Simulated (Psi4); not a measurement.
# BH (SMILES [BH]): CCSD/cc-pwCVTZ (sweep point 5)

Aim: the energy change on altering one bond length of BH at CCSD/cc-pwCVTZ (sweep point 5), from 2 runs. 

The results are computed with Psi4 1.11.

## Step 1: The system as given

BH has 2 atoms, charge 0, and is taken as a singlet. SMILES: `[BH]`. Geometry: the measured bond length.

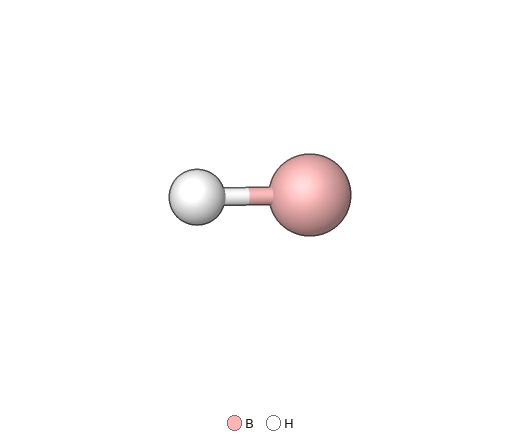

The structure, seen from a chosen angle (boron pink, hydrogen white).

## Step 2: The energy at CCSD/cc-pwCVTZ (sweep point 5)

File input.dat:

```
memory 1.6 GB

molecule molecule1 {
  0 1
  B      0.00000000     0.00000000     0.00000000
  H      0.00000000     0.00000000     2.32889848
  units au
  symmetry c1
}

set {
  basis           cc-pwCVTZ
  puream          true
  scf_type        pk
  num_frozen_docc 0
}

e, wfn = energy('ccsd', return_wfn=True)
```

Command:

```console
$ psi4 -i input.dat -o output.dat -n 1
```

output.dat:

```text
[...]
  Running in c1 symmetry.
[...]
  Nuclear repulsion =    2.146937723107621
[...]
  Multiplicity = 1
[...]
  Nalpha       = 3
  Nbeta        = 3
[...]
    Number of basis functions: 57
[...]
   @RHF iter   1:   -25.12450225086355   -6.62885e-01   1.36214e-03 ADIIS/DIIS
[...]
   @RHF iter   8:   -25.13010808011565   -4.91340e-12   3.21040e-09 DIIS
[...]
    Orbital Energies [Eh]
    ---------------------
    Doubly Occupied:
       1A     -7.684378     2A     -0.648302     3A     -0.347602
    Virtual:
       4A      0.049094     5A      0.049094     6A      0.217224
       7A      0.245923     8A      0.333172     9A      0.339985
      10A      0.339985    11A      0.534902    12A      0.534902
      13A      0.551366    14A      0.551366    15A      0.569936
      16A      0.812365    17A      1.097554    18A      1.097554
      19A      1.247896    20A      1.430381    21A      1.430381
      22A      1.559304    23A      1.747248    24A      1.915480
      25A      1.915480    26A      1.916996    27A      1.916996
[...]
  @RHF Final Energy:   -25.13010808011565
   => Energetics <=
    Nuclear Repulsion Energy =              2.1469377231076212
    One-Electron Energy =                 -37.1935284540628786
    Two-Electron Energy =                   9.9164826508396082
    Total Energy =                        -25.1301080801156509
[...]
 Multipole Moments:
 ------------------------------------------------------------------------------------
     Multipole            Electronic (a.u.)      Nuclear  (a.u.)        Total (a.u.)
 ------------------------------------------------------------------------------------
 L = 1.  Multiply by 2.5417464519 to convert [e a0] to [Debye]
 Dipole X            :         -0.0000000            0.0000000           -0.0000000
 Dipole Y            :          0.0000000            0.0000000            0.0000000
 Dipole Z            :         -0.4861601            1.1570103            0.6708502
 Magnitude           :                                                    0.6708502
[...]
      * MP2 total energy                      =  -25.246160877048560
[...]
      * CCSD total energy                     =  -25.273123279168665
[...]
```

Run time: 4.8 s. Hardware: 1 thread of Intel Xeon Platinum 8488C (Sapphire Rapids), shared host; peak memory 0.36 GiB.

## Step 3: The distorted shape, same level

File bh.inp:

```
memory 1600 mb

molecule {
  0 1
  B      0.00000000     0.00000000    -1.16444924
  H      0.00000000     0.00000000     2.32889848
  units bohr
  symmetry c1
}

set basis cc-pwCVTZ
set puream true
set scf_type pk
set num_frozen_docc 0

e, wfn = energy("ccsd", return_wfn=True)
```

Command:

```console
$ psi4 -i bh.inp -o bh.out -n 1
```

bh.out:

```text
[...]
  Running in c1 symmetry.
[...]
  Nuclear repulsion =    1.431291815405081
[...]
  Multiplicity = 1
[...]
  Nalpha       = 3
  Nbeta        = 3
[...]
    Number of basis functions: 57
[...]
   @RHF iter   1:   -25.05772372584283   -7.04205e-01   1.68826e-03 DIIS/ADIIS
[...]
   @RHF iter   8:   -25.06710622201566   -3.39995e-12   1.63892e-09 DIIS
[...]
    Orbital Energies [Eh]
    ---------------------
    Doubly Occupied:
       1A     -7.761559     2A     -0.558835     3A     -0.344704
    Virtual:
       4A      0.031607     5A      0.031607     6A      0.118504
       7A      0.296479     8A      0.312935     9A      0.319099
      10A      0.319099    11A      0.445323    12A      0.519352
      13A      0.519352    14A      0.536752    15A      0.536752
      16A      0.715957    17A      0.958537    18A      0.958537
      19A      1.205946    20A      1.388873    21A      1.388873
      22A      1.509861    23A      1.733254    24A      1.889447
      25A      1.889447    26A      1.903729    27A      1.903729
[...]
  @RHF Final Energy:   -25.06710622201566
   => Energetics <=
    Nuclear Repulsion Energy =              1.4312918154050809
    One-Electron Energy =                 -35.6666003343483595
    Two-Electron Energy =                   9.1682022969276140
    Total Energy =                        -25.0671062220156635
[...]
 Multipole Moments:
 ------------------------------------------------------------------------------------
     Multipole            Electronic (a.u.)      Nuclear  (a.u.)        Total (a.u.)
 ------------------------------------------------------------------------------------
 L = 1.  Multiply by 2.5417464519 to convert [e a0] to [Debye]
 Dipole X            :         -0.0000000            0.0000000           -0.0000000
 Dipole Y            :         -0.0000000            0.0000000           -0.0000000
 Dipole Z            :         -1.9733385            1.7355154           -0.2378230
 Magnitude           :                                                    0.2378230
[...]
      * MP2 total energy                      =  -25.186464546548748
[...]
      * CCSD total energy                     =  -25.219217908104586
[...]
```

It took 4.8 s on 1 thread of Intel Xeon Platinum 8488C (Sapphire Rapids), shared host; peak memory 0.35 GiB.

## Step 4: Summary of results

At CCSD/cc-pwCVTZ (sweep point 5):

| quantity | value |
| --- | --- |
| first shape: total energy | -25.27312 Eh |
| first shape: HOMO energy (Hartree–Fock orbitals) | -9.46 eV |
| first shape: LUMO energy (Hartree–Fock orbitals) | 1.34 eV |
| first shape: HOMO–LUMO gap (Hartree–Fock orbitals) | 10.79 eV |
| first shape: correlation energy | -143.0 mEh |
| first shape: T1 diagnostic | 0.012 |
| distorted shape: total energy | -25.21922 Eh |
| distorted shape: HOMO energy (Hartree–Fock orbitals) | -9.38 eV |
| distorted shape: LUMO energy (Hartree–Fock orbitals) | 0.86 eV |
| distorted shape: HOMO–LUMO gap (Hartree–Fock orbitals) | 10.24 eV |
| distorted shape: correlation energy | -152.1 mEh |
| distorted shape: T1 diagnostic | 0.020 |
| energy change with the B1–H2 bond stretched from 1.232 to 1.849 Å | 1.467 eV |

What this shows: One bond (distorted shape) is far stretched, which a spin-restricted single reference describes badly; a broken-symmetry solution may lie lower. With the B1–H2 bond stretched from 1.232 to 1.849 Å the energy rises by 1.47 eV (142 kJ/mol). The first shape isn't relaxed at this level, so the change isn't measured from a minimum. A restricted reference can't describe the breaking bond well at this length. The T1 diagnostic (distorted shape) of 0.020 is above the customary mark for such species, so a single reference may not serve.
